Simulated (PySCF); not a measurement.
**Xe³⁵⁺, Cs³⁶⁺, Ba³⁷⁺: ionisation energies with spin-orbit coupling**

Wanted: the ionisation energy of these ions, up a ladder of methods.

Program: PySCF 2.14.0. Level of theory: two-component X2C-1e, generalised determinants. These are calculated values, not measurements, unless marked.

## Step 1: Starting point

| Item | Value |
| --- | --- |
| Elements | xenon (Z = 54), caesium (Z = 55), barium (Z = 56) |
| Basis | one for each species, given in its step |
| Hamiltonian | two-component X2C-1e, Gaussian nucleus, no Breit or QED terms; spin-orbit coupling, run by run: off; screened by Boettger's factors |
| Core shells frozen in the correlated runs | [Ne] (for Xe³⁵⁺) |
| State 1 | Xe³⁵⁺: [Ar] 3d1; 3d3/2 filled at m_j = +3/2 |
| State 2 | Cs³⁶⁺: [Ar] 3d1; 3d3/2 filled at m_j = +3/2 |
| State 3 | Ba³⁷⁺: [Ar] 3d1; 3d3/2 filled at m_j = +3/2 |
| Needed too, but not shown | Xe³⁶⁺ [Ar] (1S), Cs³⁷⁺ [Ar] (1S), Ba³⁸⁺ [Ar] (1S) |
| Methods | GHF, GMP2 |

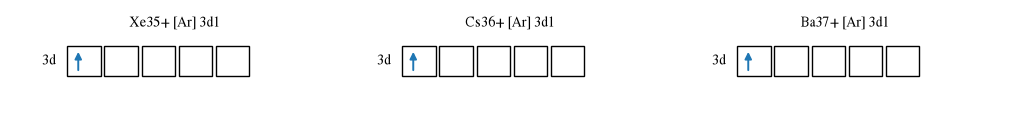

Occupation of the outer shells (arrows by Hund's rule).

A driver program built on PySCF's X2C-1e integrals ran all steps in one process from the settings above; there is no separate input file.

The integrals over 113 functions and the set-up took 1 s of CPU time.

## Step 2: Xe³⁵⁺: the ladder of methods

Basis: an even-tempered Gaussian basis (16 s from 6.6 bohr⁻², ratio 2.8; 12 p from 8.6 bohr⁻², ratio 2.8; 8 d from 8.6 bohr⁻², ratio 2.8; 3 f from 26 bohr⁻², ratio 3).

**GHF (spin-free)**

What it wrote:

```text
cycle= 1 E= -6503.9059116702  delta_E= -6.5e+03  |FDS-SDF|= 0.139
cycle= 2 E= -6503.9188768011  delta_E= -0.013  |FDS-SDF|= 0.00959
cycle= 3 E= -6503.9190354587  delta_E= -0.000159  |FDS-SDF|= 0.00112
cycle= 4 E= -6503.9190391831  delta_E= -3.72e-06  |FDS-SDF|= 0.000199
cycle= 5 E= -6503.9190394887  delta_E= -3.06e-07  |FDS-SDF|= 0.00014
cycle= 6 E= -6503.9190397184  delta_E= -2.3e-07  |FDS-SDF|= 0.00014
cycle= 7 E= -6503.9190410642  delta_E= -1.35e-06  |FDS-SDF|= 0.000139
cycle= 8 E= -6503.9190985102  delta_E= -5.74e-05  |FDS-SDF|= 0.000465
cycle= 9 E= -6503.9190982339  delta_E= 2.76e-07  |FDS-SDF|= 0.00045
cycle= 10 E= -6503.9191109536  delta_E= -1.27e-05  |FDS-SDF|= 0.0115
cycle= 11 E= -6503.9191222539  delta_E= -1.13e-05  |FDS-SDF|= 0.0108
cycle= 12 E= -6503.9190707090  delta_E= 5.15e-05  |FDS-SDF|= 0.0139
cycle= 13 E= -6503.9191563879  delta_E= -8.57e-05  |FDS-SDF|= 0.0078
cycle= 14 E= -6503.9191959640  delta_E= -3.96e-05  |FDS-SDF|= 0.00122
cycle= 15 E= -6503.9191970054  delta_E= -1.04e-06  |FDS-SDF|= 5.35e-05
cycle= 16 E= -6503.9191970074  delta_E= -2e-09  |FDS-SDF|= 1.22e-05
```

It used 16 s of CPU time after the integrals (shared host).

Occupied spinors (without spin-orbit coupling the j labels only name the start):

| spinor shell | electrons | mean energy (eV) | weight of the nominal j | rms radius (bohr) |
| --- | --- | --- | --- | --- |
| 1s1/2 | 2 | -36581.3 | 1.000 | 0.0305 |
| 2s1/2 | 2 | -7306.9 | 1.000 | 0.123 |
| 2p1/2 | 2 | -6746.9 | 0.956 | 0.109 |
| 2p3/2 | 4 | -6743.4 | 0.978 | 0.109 |
| 3s1/2 | 2 | -2682.8 | 1.000 | 0.304 |
| 3p1/2 | 2 | -2497.4 | 0.984 | 0.299 |
| 3p3/2 | 4 | -2492.7 | 0.992 | 0.300 |
| 3d3/2 | 1 | -2292.5 | 0.955 | 0.264 |

M_J = 3/2, ⟨J²⟩ = 3.975, ⟨L²⟩ = 6.001, ⟨S²⟩ = 0.750.

**GMP2 (spin-free)**

This step left no log, only its results.

It used 3.3 s of CPU time after the integrals (shared host).

With 9 electrons correlated and 74 very high virtual spinors dropped, the MP2 correlation energy is -0.43049 hartree. Largest pairs: 3p3/2-3p3/2 -0.1561, 3p1/2-3p3/2 -0.1226, 3d3/2-3p3/2 -0.0362, 3p3/2-3s1/2 -0.0335, 3p1/2-3p1/2 -0.0260.

**GHF (screened spin-orbit)**

What it wrote:

```text
cycle= 1 E= -6506.6801970312  delta_E= -6.51e+03  |FDS-SDF|= 0.179
cycle= 2 E= -6506.6952605277  delta_E= -0.0151  |FDS-SDF|= 0.0101
cycle= 3 E= -6506.6954304526  delta_E= -0.00017  |FDS-SDF|= 0.0012
cycle= 4 E= -6506.6954348424  delta_E= -4.39e-06  |FDS-SDF|= 0.000173
cycle= 5 E= -6506.6954350161  delta_E= -1.74e-07  |FDS-SDF|= 9.53e-05
cycle= 6 E= -6506.6954351198  delta_E= -1.04e-07  |FDS-SDF|= 7.81e-05
cycle= 7 E= -6506.6954353343  delta_E= -2.15e-07  |FDS-SDF|= 3.85e-06
cycle= 8 E= -6506.6954353347  delta_E= -4.19e-10  |FDS-SDF|= 1.46e-07
```

It used 8.8 s of CPU time after the integrals (shared host).

Occupied spinors:

| spinor shell | electrons | mean energy (eV) | weight of the nominal j | rms radius (bohr) |
| --- | --- | --- | --- | --- |
| 1s1/2 | 2 | -36577.1 | 1.000 | 0.0305 |
| 2s1/2 | 2 | -7305.3 | 1.000 | 0.123 |
| 2p1/2 | 2 | -6976.4 | 1.000 | 0.106 |
| 2p3/2 | 4 | -6639.7 | 1.000 | 0.111 |
| 3s1/2 | 2 | -2682.4 | 1.000 | 0.304 |
| 3p1/2 | 2 | -2551.8 | 0.999 | 0.293 |
| 3p3/2 | 4 | -2468.0 | 1.000 | 0.303 |
| 3d3/2 | 1 | -2302.6 | 1.000 | 0.263 |

M_J = 3/2, ⟨J²⟩ = 3.750, ⟨L²⟩ = 6.015, ⟨S²⟩ = 0.765.

**GMP2 (screened spin-orbit)**

This step left no log, only its results.

CPU time 0.95 s on a shared host, the integrals not counted.

With 9 electrons correlated and 74 very high virtual spinors dropped, the MP2 correlation energy is -0.43117 hartree. Largest pairs: 3p3/2-3p3/2 -0.1628, 3p1/2-3p3/2 -0.1169, 3d3/2-3p3/2 -0.0363, 3p3/2-3s1/2 -0.0334, 3p1/2-3p1/2 -0.0258.

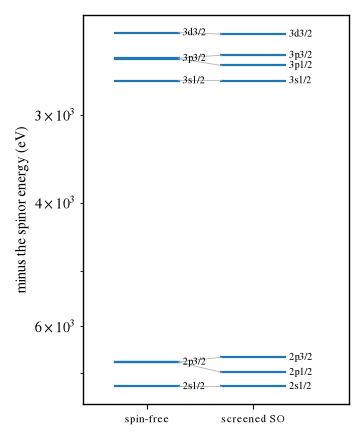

The highest 7 spinor levels of Xe³⁵⁺ on a logarithmic scale, without and with spin-orbit coupling.

## Step 3: Cs³⁶⁺

Basis: an uncontracted even-tempered set (16 s from 7 bohr⁻², ratio 2.8; 12 p from 9 bohr⁻², ratio 2.8; 8 d from 9 bohr⁻², ratio 2.8; 3 f from 27 bohr⁻², ratio 3).

**GHF (spin-free)**

What it wrote:

```text
cycle= 1 E= -6773.7971143164  delta_E= -6.77e+03  |FDS-SDF|= 0.142
cycle= 2 E= -6773.8100870930  delta_E= -0.013  |FDS-SDF|= 0.00962
cycle= 3 E= -6773.8102411644  delta_E= -0.000154  |FDS-SDF|= 0.00112
cycle= 4 E= -6773.8102447206  delta_E= -3.56e-06  |FDS-SDF|= 0.000196
cycle= 5 E= -6773.8102450146  delta_E= -2.94e-07  |FDS-SDF|= 0.00014
cycle= 6 E= -6773.8102452370  delta_E= -2.22e-07  |FDS-SDF|= 0.000139
cycle= 7 E= -6773.8102465871  delta_E= -1.35e-06  |FDS-SDF|= 0.000139
cycle= 8 E= -6773.8103067240  delta_E= -6.01e-05  |FDS-SDF|= 0.000526
cycle= 9 E= -6773.8103063749  delta_E= 3.49e-07  |FDS-SDF|= 0.000512
cycle= 10 E= -6773.8103418946  delta_E= -3.55e-05  |FDS-SDF|= 0.01
cycle= 11 E= -6773.8103217398  delta_E= 2.02e-05  |FDS-SDF|= 0.0114
cycle= 12 E= -6773.8103077551  delta_E= 1.4e-05  |FDS-SDF|= 0.0124
cycle= 13 E= -6773.8103920700  delta_E= -8.43e-05  |FDS-SDF|= 0.00352
cycle= 14 E= -6773.8103992751  delta_E= -7.21e-06  |FDS-SDF|= 0.00185
cycle= 15 E= -6773.8104016006  delta_E= -2.33e-06  |FDS-SDF|= 0.000168
cycle= 16 E= -6773.8104016212  delta_E= -2.06e-08  |FDS-SDF|= 4.26e-06
cycle= 17 E= -6773.8104016212  delta_E= -5.46e-12  |FDS-SDF|= 6.93e-08
```

It used 17 s of CPU time after the integrals (shared host).

Occupied spinors (without spin-orbit coupling the j labels only name the start):

| spinor shell | electrons | mean energy (eV) | weight of the nominal j | rms radius (bohr) |
| --- | --- | --- | --- | --- |
| 1s1/2 | 2 | -38089.9 | 1.000 | 0.0298 |
| 2s1/2 | 2 | -7649.3 | 1.000 | 0.120 |
| 2p1/2 | 2 | -7061.0 | 0.955 | 0.107 |
| 2p3/2 | 4 | -7057.4 | 0.978 | 0.107 |
| 3s1/2 | 2 | -2819.4 | 1.000 | 0.297 |
| 3p1/2 | 2 | -2625.5 | 0.984 | 0.293 |
| 3p3/2 | 4 | -2620.8 | 0.992 | 0.293 |
| 3d3/2 | 1 | -2413.4 | 0.955 | 0.258 |

M_J = 3/2, ⟨J²⟩ = 3.973, ⟨L²⟩ = 6.001, ⟨S²⟩ = 0.750.

**GMP2 (spin-free)**

The driver printed no log here.

It used 3.2 s of CPU time after the integrals (shared host).

With 9 electrons correlated and 74 very high virtual spinors dropped, the MP2 correlation energy is -0.43402 hartree. Largest pairs: 3p3/2-3p3/2 -0.1576, 3p1/2-3p3/2 -0.1239, 3d3/2-3p3/2 -0.0363, 3p3/2-3s1/2 -0.0337, 3p1/2-3p1/2 -0.0262.

**GHF (screened spin-orbit)**

What it wrote:

```text
cycle= 1 E= -6776.9066476865  delta_E= -6.78e+03  |FDS-SDF|= 0.187
cycle= 2 E= -6776.9218862292  delta_E= -0.0152  |FDS-SDF|= 0.0101
cycle= 3 E= -6776.9220519094  delta_E= -0.000166  |FDS-SDF|= 0.00119
cycle= 4 E= -6776.9220561291  delta_E= -4.22e-06  |FDS-SDF|= 0.000169
cycle= 5 E= -6776.9220562899  delta_E= -1.61e-07  |FDS-SDF|= 9.27e-05
cycle= 6 E= -6776.9220563849  delta_E= -9.5e-08  |FDS-SDF|= 7.48e-05
cycle= 7 E= -6776.9220565648  delta_E= -1.8e-07  |FDS-SDF|= 3.3e-06
cycle= 8 E= -6776.9220565650  delta_E= -2.68e-10  |FDS-SDF|= 1.28e-07
```

CPU time 8.8 s on a shared host, the integrals not counted.

Occupied spinors:

| spinor shell | electrons | mean energy (eV) | weight of the nominal j | rms radius (bohr) |
| --- | --- | --- | --- | --- |
| 1s1/2 | 2 | -38085.3 | 1.000 | 0.0298 |
| 2s1/2 | 2 | -7647.6 | 1.000 | 0.120 |
| 2p1/2 | 2 | -7310.3 | 1.000 | 0.103 |
| 2p3/2 | 4 | -6945.2 | 1.000 | 0.108 |
| 3s1/2 | 2 | -2818.8 | 1.000 | 0.297 |
| 3p1/2 | 2 | -2684.9 | 0.999 | 0.286 |
| 3p3/2 | 4 | -2593.9 | 1.000 | 0.296 |
| 3d3/2 | 1 | -2424.5 | 1.000 | 0.256 |

M_J = 3/2, ⟨J²⟩ = 3.750, ⟨L²⟩ = 6.016, ⟨S²⟩ = 0.766.

**GMP2 (screened spin-orbit)**

No log was kept for this step.

CPU time 0.92 s on a shared host, the integrals not counted.

With 9 electrons correlated and 74 very high virtual spinors dropped, the MP2 correlation energy is -0.43473 hartree. Largest pairs: 3p3/2-3p3/2 -0.1647, 3p1/2-3p3/2 -0.1178, 3d3/2-3p3/2 -0.0364, 3p3/2-3s1/2 -0.0335, 3p1/2-3p1/2 -0.0260.

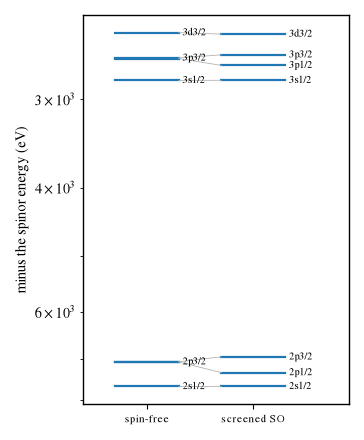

The highest 7 spinor levels of Cs³⁶⁺ on a logarithmic scale, without and with spin-orbit coupling.

## Step 4: Ba³⁷⁺

Basis: an uncontracted even-tempered set (16 s from 7.3 bohr⁻², ratio 2.8; 12 p from 9.5 bohr⁻², ratio 2.8; 8 d from 9.5 bohr⁻², ratio 2.8; 3 f from 29 bohr⁻², ratio 3).

**GHF (spin-free)**

What it wrote:

```text
cycle= 1 E= -7049.7629853169  delta_E= -7.05e+03  |FDS-SDF|= 0.145
cycle= 2 E= -7049.7759594477  delta_E= -0.013  |FDS-SDF|= 0.00964
cycle= 3 E= -7049.7761088006  delta_E= -0.000149  |FDS-SDF|= 0.00111
cycle= 4 E= -7049.7761121741  delta_E= -3.37e-06  |FDS-SDF|= 0.000192
cycle= 5 E= -7049.7761124527  delta_E= -2.79e-07  |FDS-SDF|= 0.000138
cycle= 6 E= -7049.7761126644  delta_E= -2.12e-07  |FDS-SDF|= 0.000138
cycle= 7 E= -7049.7761139853  delta_E= -1.32e-06  |FDS-SDF|= 0.000137
cycle= 8 E= -7049.7761750523  delta_E= -6.11e-05  |FDS-SDF|= 0.000569
cycle= 9 E= -7049.7761747004  delta_E= 3.52e-07  |FDS-SDF|= 0.000556
cycle= 10 E= -7049.7762338492  delta_E= -5.91e-05  |FDS-SDF|= 0.00759
cycle= 11 E= -7049.7761866428  delta_E= 4.72e-05  |FDS-SDF|= 0.0116
cycle= 12 E= -7049.7761611255  delta_E= 2.55e-05  |FDS-SDF|= 0.0133
cycle= 13 E= -7049.7762632759  delta_E= -0.000102  |FDS-SDF|= 0.00173
cycle= 14 E= -7049.7762655128  delta_E= -2.24e-06  |FDS-SDF|= 0.000618
cycle= 15 E= -7049.7762657528  delta_E= -2.4e-07  |FDS-SDF|= 2.26e-05
cycle= 16 E= -7049.7762657531  delta_E= -3.38e-10  |FDS-SDF|= 1.31e-06
```

It used 16 s of CPU time after the integrals (shared host).

Occupied spinors (without spin-orbit coupling the j labels only name the start):

| spinor shell | electrons | mean energy (eV) | weight of the nominal j | rms radius (bohr) |
| --- | --- | --- | --- | --- |
| 1s1/2 | 2 | -39633.2 | 1.000 | 0.0292 |
| 2s1/2 | 2 | -8000.7 | 1.000 | 0.117 |
| 2p1/2 | 2 | -7382.6 | 0.955 | 0.105 |
| 2p3/2 | 4 | -7378.9 | 0.977 | 0.105 |
| 3s1/2 | 2 | -2959.9 | 1.000 | 0.290 |
| 3p1/2 | 2 | -2756.9 | 0.983 | 0.286 |
| 3p3/2 | 4 | -2752.1 | 0.991 | 0.286 |
| 3d3/2 | 1 | -2537.4 | 0.956 | 0.252 |

M_J = 3/2, ⟨J²⟩ = 3.969, ⟨L²⟩ = 6.001, ⟨S²⟩ = 0.750.

**GMP2 (spin-free)**

No log was kept for this step.

CPU time 3.1 s on a shared host, the integrals not counted.

With 9 electrons correlated and 74 very high virtual spinors dropped, the MP2 correlation energy is -0.43663 hartree. Largest pairs: 3p3/2-3p3/2 -0.1590, 3p1/2-3p3/2 -0.1250, 3d3/2-3p3/2 -0.0362, 3p3/2-3s1/2 -0.0337, 3p1/2-3p1/2 -0.0264.

**GHF (screened spin-orbit)**

What it wrote:

```text
cycle= 1 E= -7053.2415764997  delta_E= -7.05e+03  |FDS-SDF|= 0.194
cycle= 2 E= -7053.2569978821  delta_E= -0.0154  |FDS-SDF|= 0.0102
cycle= 3 E= -7053.2571591811  delta_E= -0.000161  |FDS-SDF|= 0.00118
cycle= 4 E= -7053.2571632138  delta_E= -4.03e-06  |FDS-SDF|= 0.000164
cycle= 5 E= -7053.2571633603  delta_E= -1.47e-07  |FDS-SDF|= 8.93e-05
cycle= 6 E= -7053.2571634457  delta_E= -8.54e-08  |FDS-SDF|= 7.1e-05
cycle= 7 E= -7053.2571635940  delta_E= -1.48e-07  |FDS-SDF|= 2.85e-06
cycle= 8 E= -7053.2571635942  delta_E= -1.79e-10  |FDS-SDF|= 1.12e-07
```

It used 8.8 s of CPU time after the integrals (shared host).

Occupied spinors:

| spinor shell | electrons | mean energy (eV) | weight of the nominal j | rms radius (bohr) |
| --- | --- | --- | --- | --- |
| 1s1/2 | 2 | -39628.2 | 1.000 | 0.0292 |
| 2s1/2 | 2 | -7998.9 | 1.000 | 0.117 |
| 2p1/2 | 2 | -7653.1 | 1.000 | 0.101 |
| 2p3/2 | 4 | -7257.7 | 1.000 | 0.106 |
| 3s1/2 | 2 | -2959.3 | 1.000 | 0.290 |
| 3p1/2 | 2 | -2821.7 | 0.999 | 0.279 |
| 3p3/2 | 4 | -2722.9 | 1.000 | 0.289 |
| 3d3/2 | 1 | -2549.5 | 1.000 | 0.250 |

M_J = 3/2, ⟨J²⟩ = 3.750, ⟨L²⟩ = 6.017, ⟨S²⟩ = 0.767.

**GMP2 (screened spin-orbit)**

The driver printed no log here.

It used 0.95 s of CPU time after the integrals (shared host).

With 9 electrons correlated and 74 very high virtual spinors dropped, the MP2 correlation energy is -0.43736 hartree. Largest pairs: 3p3/2-3p3/2 -0.1665, 3p1/2-3p3/2 -0.1187, 3d3/2-3p3/2 -0.0362, 3p3/2-3s1/2 -0.0335, 3p1/2-3p1/2 -0.0261.

## Step 5: The energy differences

Ionisation energy: Xe³⁵⁺ [Ar] 3d1 [3d3/2^1, M_J = 3/2] → Xe³⁶⁺ [Ar].

| method | value (eV) | less the reference (eV) |
| --- | --- | --- |
| GHF (spin-free) | 2290.6 | -9.4 |
| GMP2 (spin-free) | 2290.3 | -9.7 |
| GHF (screened spin-orbit) | 2300.7 | +0.7 |
| GMP2 (screened spin-orbit) | 2300.4 | +0.4 |

Reference: 2300 ± 5 eV (theoretical estimate listed by NIST; NIST Atomic Spectra Database, ionization energies). For this ion Breit and QED terms and the two-electron picture change, all absent here, are large against electron correlation. The spin-free rows have the spin-orbit operator switched off.

Ionisation energy: Cs³⁶⁺ [Ar] 3d1 [3d3/2^1, M_J = 3/2] → Cs³⁷⁺ [Ar].

| method | value (eV) | less the reference (eV) |
| --- | --- | --- |
| GHF (spin-free) | 2411.5 | -10.5 |
| GMP2 (spin-free) | 2411.2 | -10.8 |
| GHF (screened spin-orbit) | 2422.5 | +0.5 |
| GMP2 (screened spin-orbit) | 2422.2 | +0.2 |

Reference: 2422 ± 5 eV (theoretical estimate listed by NIST; NIST Atomic Spectra Database, ionization energies). For this ion Breit and QED terms and the two-electron picture change, all absent here, are large against electron correlation. The spin-free rows have the spin-orbit operator switched off.

Ionisation energy: Ba³⁷⁺ [Ar] 3d1 [3d3/2^1, M_J = 3/2] → Ba³⁸⁺ [Ar].

| method | value (eV) | less the reference (eV) |
| --- | --- | --- |
| GHF (spin-free) | 2535.5 | -11.5 |
| GMP2 (spin-free) | 2535.2 | -11.8 |
| GHF (screened spin-orbit) | 2547.6 | +0.6 |
| GMP2 (screened spin-orbit) | 2547.2 | +0.2 |

Reference: 2547 ± 4 eV (theoretical estimate listed by NIST; NIST Atomic Spectra Database, ionization energies). For this ion Breit and QED terms and the two-electron picture change, all absent here, are large against electron correlation. The spin-free rows have the spin-orbit operator switched off.

The differences also use runs on Xe³⁶⁺ [Ar] (1S), Cs³⁷⁺ [Ar] (1S), Ba³⁸⁺ [Ar] (1S), which are not shown here.

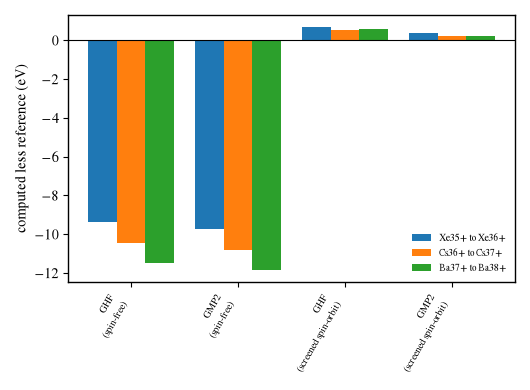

Computed less reference values by method, where the reference is not like for like or is itself uncertain.

## Step 6: Summary of results

```
                quantity                                                                             value
ionisation energy, Xe³⁵⁺  GHF (spin-free) 2290.6, GMP2 (screened spin-orbit) 2300.4 eV; reference 2300 ± 5
ionisation energy, Cs³⁶⁺  GHF (spin-free) 2411.5, GMP2 (screened spin-orbit) 2422.2 eV; reference 2422 ± 5
ionisation energy, Ba³⁷⁺  GHF (spin-free) 2535.5, GMP2 (screened spin-orbit) 2547.2 eV; reference 2547 ± 4
```

**Reading.** For the first difference the methods span 10.385 eV, from GMP2 (spin-free) (2290.3) to GHF (screened spin-orbit) (2300.7). The reference is uncertain or not like for like (spin-orbit coupling or other relativistic terms), so no ranking of close methods is drawn. Spin-orbit coupling moves the first difference by +10.076 eV at GMP2. All values hold for this basis alone; no basis-set limit was taken.
